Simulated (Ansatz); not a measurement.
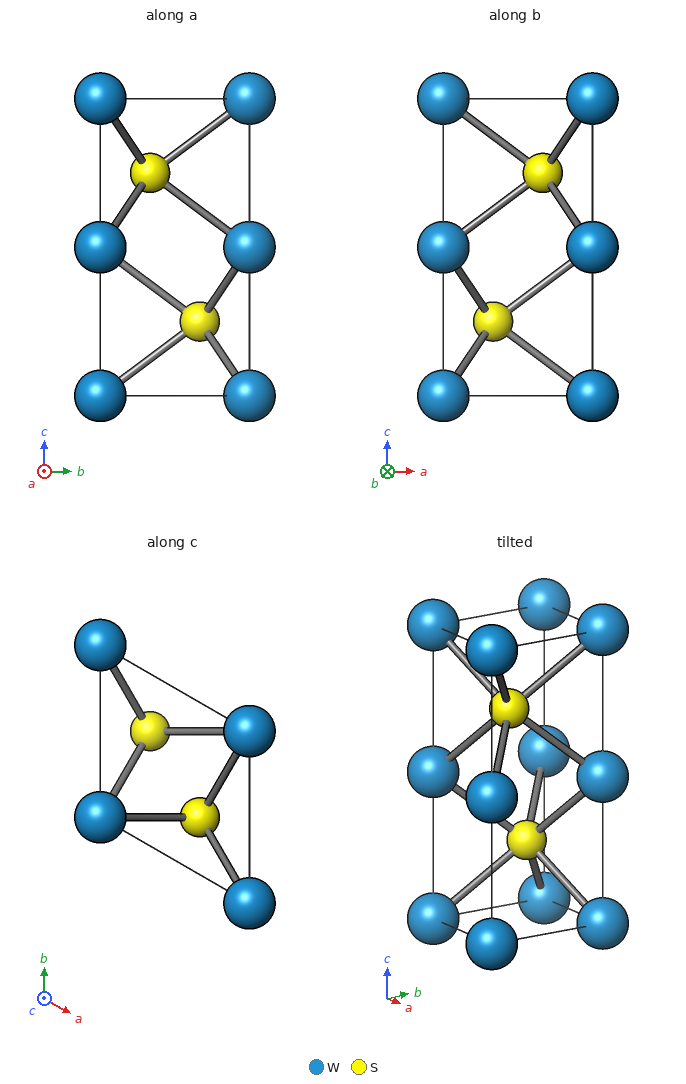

Structure drawing (ball-and-stick), viewed along the a axis, along the b axis, along the c axis and slightly off an axis. The conventional unit cell is drawn as a box.

Lattice parameters: a = 3.5585 Å, b = 3.5585 Å, c = 6.1436 Å, α = 90.000°, β = 90.000°, γ = 120.000°.

**Record the structure as a CIF in P1 with every atom of the cell.**

```cif
data_structure
_symmetry_space_group_name_H-M 'P 1'
_symmetry_Int_Tables_number 1
_cell_length_a 3.5585
_cell_length_b 3.5585
_cell_length_c 6.1436
_cell_angle_alpha 90.000
_cell_angle_beta 90.000
_cell_angle_gamma 120.000
_cell_volume 67.37
loop_
_atom_site_label
_atom_site_type_symbol
_atom_site_fract_x
_atom_site_fract_y
_atom_site_fract_z
_atom_site_occupancy
W1 W 0.0000 0.0000 0.0000 1
W2 W 0.0000 0.0000 0.5000 1
S1 S 0.3333 0.6667 0.2500 1
S2 S 0.6667 0.3333 0.7500 1
```

Origin of the cell: a structure type filled with these elements by a generator (whether the compound takes this form wasn't checked). Earlier steps of the study, as a rule a relaxation of our own, may have changed the cell and positions, so they can lie some per cent off the listed ones. It was set up as input for a calculation with Ansatz.
